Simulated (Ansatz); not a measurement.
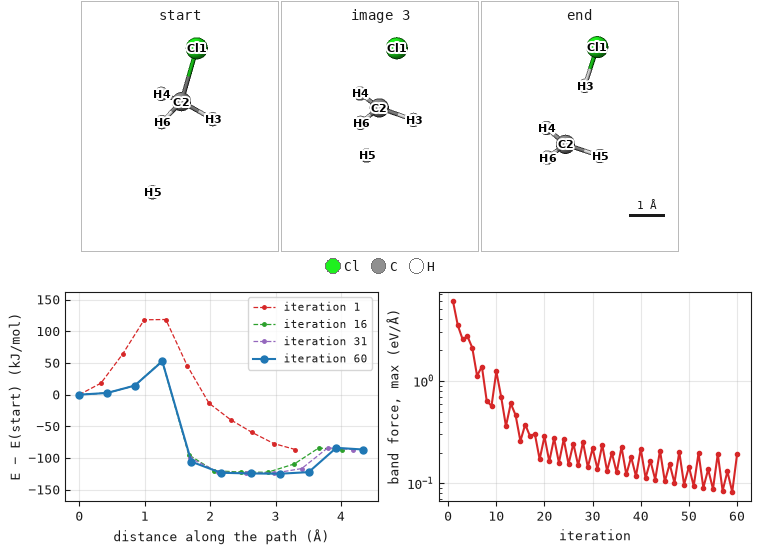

NEB run on CH4Cl (multiplicity 2), made up of CH3Cl and H. Images are numbered from 0 (start) to 10 (end). The plot follows the band through its iterations. Style: ball-and-stick. Shown from a free direction.

Method: Ansatz, UKS B3LYP/def2-mTZVP. Set-up: 9 movable images; climbing image from the first iteration; force threshold 0.03 eV/Å; iteration limit 60; optimiser L-BFGS; starting path through a guess of the saddle point.

**Judge this run.**

The result isn't final. The band hadn't converged when the run stopped after 60 iterations. The largest component of the band force went from 6 to 0.19 eV/Å. The barrier read from it is provisional, though the highest image hardly moved in the last two iterations. The first iteration put the highest image at 118.6 kJ/mol. The energy climbs by 52.6 kJ/mol to image 3 and then falls by 139.3 kJ/mol, so the end point sits at −86.7 kJ/mol. Image 7 lies below both ends, at −124.8 kJ/mol, which may mean an intermediate minimum or an end that is no minimum.

Limits of the set-up: the start holds two separate molecules, 2.9 Å apart at their closest, whose relative position is a soft coordinate and is computed without a dispersion correction.

The run took 2.8 min on 2 threads of AMD EPYC 9R45 96-Core Processor (Zen 5), on a shared host, peak memory 0.15 GiB.
